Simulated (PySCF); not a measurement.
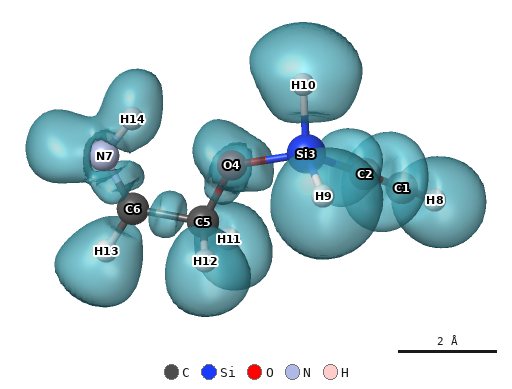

Figure 1: C$_{4}$H$_{7}$NOSi (SMILES [H]/N=C\CO[SiH2]C#C). Isosurface of the electron localisation function at 0.75 (cyan), seen at an oblique angle. Core shells and regions of very low density are left out.

Geometry: GFN2-xTB.

Computed with PBE0/pcSseg-1, SCF density, gas phase, non-relativistic in PySCF.

Input file:

```
{"job": {"kind": "nmr", "xc": "PBE0", "basis": "pcSseg-1"}, "charge": 0, "multiplicity": 1}
C      3.184886     1.022132    -0.566411
C      2.396907     0.432446     0.124422
Si     1.150494    -0.478541     1.155145
O     -0.361395    -0.189645     0.632282
C     -0.911753    -0.395141    -0.629861
C     -2.352571     0.048264    -0.651166
N     -2.990468     0.574274     0.285551
H      3.881872     1.536786    -1.164137
H      1.487475    -1.903333     1.047360
H      1.031234     0.058408     2.500737
H     -0.354508     0.172316    -1.388802
H     -0.860044    -1.456892    -0.908677
H     -2.867212    -0.117415    -1.593405
H     -2.435597     0.695867     1.134795
```

Command:

```sh
OMP_NUM_THREADS=1 python probes_run.py task.json out
```

Q: Describe the localisation domains.

A: The ELF exceeds this value in two regions between bonded C–C atoms (shared pairs), one region between bonded C–Si atoms (shared pairs), six regions around hydrogen nuclei, one region on O in which the atom's valence shell and bonds are merged and one joined region spread over several atoms (H, N), in which their bonds and any lone pairs are merged.

Values along the shortest contacts:
C–C (1.20 Å): the ELF peaks at about 0.85 between the atoms (a short, multiple covalent bond). C–N (1.25 Å): the ELF peaks at about 0.90 between the atoms; a short, multiple covalent bond.
